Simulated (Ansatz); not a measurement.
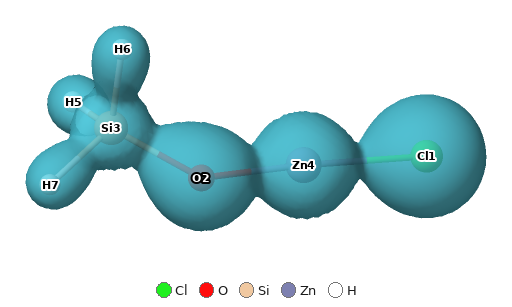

Figure 1: ClH$_{3}$OSiZn. Isosurface of the total electron density at 0.6 e/Å³ (cyan), seen at an oblique angle.

Geometry: PBE0-D4/def2-SVP.

These are results of Ansatz 0.2.0, isolated molecule in a Gaussian basis; Kohn-Sham density functional theory, functional PBE0, not measurements.

```csv
atom,x (Å),y (Å),z (Å)
Cl,2.0590,-3.2779,-1.2038
O,-0.3683,-0.5964,0.1127
Si,-0.5648,1.0201,0.3407
Zn,0.7730,-1.7858,-0.5002
H,-0.4947,1.7742,-0.9543
H,0.4934,1.5847,1.2419
H,-1.8975,1.2810,0.9629
```

**Which contacts does the surface bridge?**

At this value the surface is in one piece. It bridges the sampled Si–O (1.64 Å), Zn–O (1.76 Å), Zn–Cl (2.09 Å) and Si–H (1.49 Å) contacts, where the density stays above the isovalue. On the grid the lowest density along these lines, outside the cores, is 0.98 e/Å³ (Si–O, 1.64 Å), 0.94 e/Å³ (Zn–O, 1.76 Å), 0.7 e/Å³ (Zn–Cl, 2.09 Å) and 0.82 e/Å³ (Si–H, 1.49 Å).
